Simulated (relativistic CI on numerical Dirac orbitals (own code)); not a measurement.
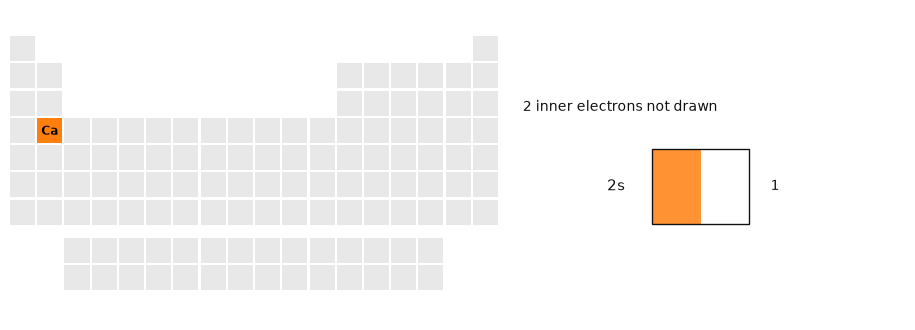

Figure 1. Left, the place of calcium in the periodic table; right, the outer shells of the leading configuration of the lowest level: a box for each of the 2l + 1 orbitals, shaded by the share of the shell that is filled, with the electron count at the right.

Relativistic CI calculation, with input and output: Ca¹⁷⁺

Ca¹⁷⁺. Computed at this level: non-relativistic limit (c times 1000) of the Dirac-Coulomb CI, KLI orbitals optimised for each configuration (relativistic CI on numerical Dirac orbitals, in-house).

Input file:
```
atom Ca  Z=20  charge=17  electrons=3
nucleus A=40  rms_radius_fm=3.4776
hamiltonian dirac-coulomb  breit=off  qed=off  c_scale=1000
orbitals kli  potential=per-configuration
slater_scale 1
correlation none
mixing on
configurations
  [He] 2s
  [He] 2p
  [He] 3s
  [He] 3p
  [He] 3d
  [He] 4s
  [He] 4p
  [He] 4d
  [He] 4f
  [He] 5s
  [He] 5p
  [He] 5d
  [He] 5f
  [He] 5g
  [He] 6s
  [He] 6p
  [He] 6d
end
```

Hardware: 1 CPU thread, shared host.

The program writes its results to a structured record and prints no log; tables and figures of this report are taken from that record.

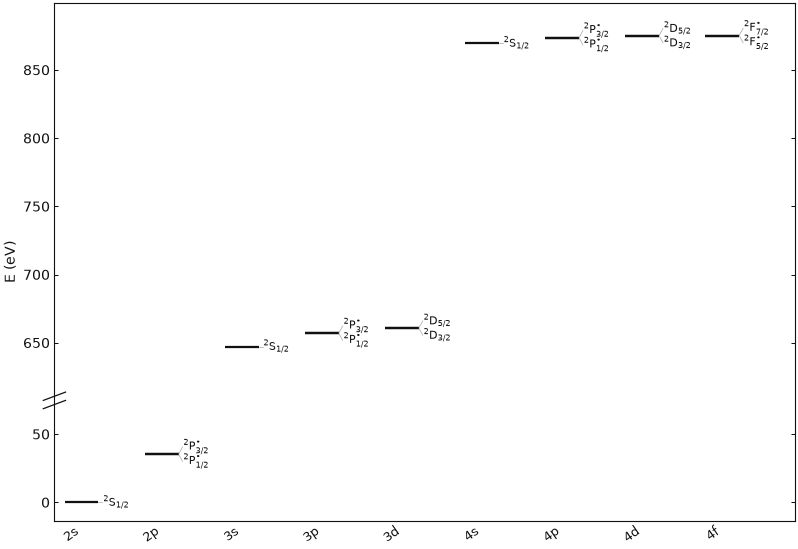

Figure 2. Level diagram of Ca¹⁷⁺. The lowest level is 2s ²S₁/₂. The first excited level, 2p ²P°₁/₂, lies at 35.3 eV. It is also the lowest level of opposite parity. The levels are well described in LS and in jj coupling alike (mean leading weight 100 % in LS and 100 % in jj).

```tsv
Configuration	Level	E (eV)	LS purity (%)
2s	²S₁/₂	0	100
2p	²P°₁/₂	35.27	100
2p	²P°₃/₂	35.27	100
3s	²S₁/₂	647.2	100
3p	²P°₁/₂	657.0	100
3p	²P°₃/₂	657.0	100
3d	²D₃/₂	660.8	100
3d	²D₅/₂	660.8	100
4s	²S₁/₂	869.5	100
4p	²P°₁/₂	873.6	100
4p	²P°₃/₂	873.6	100
4d	²D₃/₂	875.1	100
4d	²D₅/₂	875.1	100
4f	²F°₅/₂	875.2	100
4f	²F°₇/₂	875.2	100
```

Summary:

```
           quantity                    value
            outcome                converged
       lowest level                 2s ²S₁/₂
first excited level  2p ²P°₁/₂, 284,451 cm⁻¹
    levels computed                       29
     SCF iterations                      103
```

Notes:

Caveats: only a limited list of configurations is included, so lower levels can be missing.
